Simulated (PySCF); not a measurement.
Molecule: Be(Br)(OH), SMILES [OH][Be][Br] (HBeBrO). Atoms near the plane z = 0.0 Å, at the PBE0/def2-SVP optimised geometry (x, y, z in Å): Be1 (0.2, 0.0, 0.0), Br2 (2.1, 0.0, 0.0), O3 (-1.2, 0.0, 0.0), H4 (-2.1, 0.0, 0.0).

Computed with PBE0/def2-TZVP run with PySCF. Cells within 0.4 Å of a nucleus heavier than hydrogen are left out (blank, or x). The values are rescaled to run from 0 to 1.

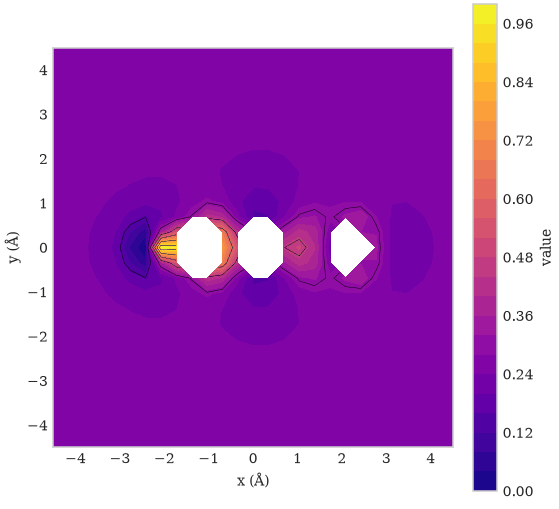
Figure: a field on the plane z = 0.0 Å.

Problem. Which quantity is mapped?
A) log10 of the electron density
B) electron localisation function
C) Laplacian of the electron density
D) deformation density (molecule minus spherical neutral atoms)

Solution. D, deformation density (molecule minus spherical neutral atoms). In full: deformation density (molecule minus spherical neutral atoms) (e/bohr³).
